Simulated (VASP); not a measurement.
Band structure of Ce (space group Pm-3m). All values below come from PBE GGA, VASP's PBE PAW potentials (set 64) (plane waves; VASP).

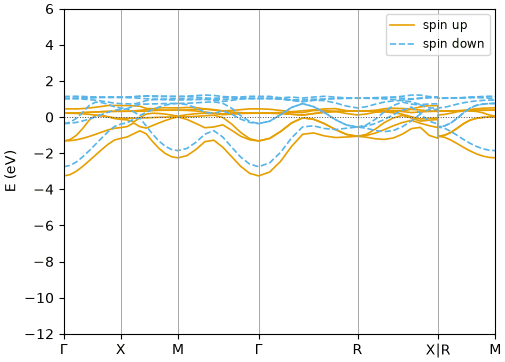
Figure. Bands along high-symmetry lines, zero at the valence-band maximum or, without a gap, the Fermi level

### Question
Read the plot: is there a gap, and where are the band edges?

### Answer
It has no gap at this level: it comes out as a metal or semimetal.

The structure was generated: Ce was put into an ordered model structure, which need not be its known phase. The cell was not relaxed at this level. VASP warned that the highest band is occupied, so more bands are needed.
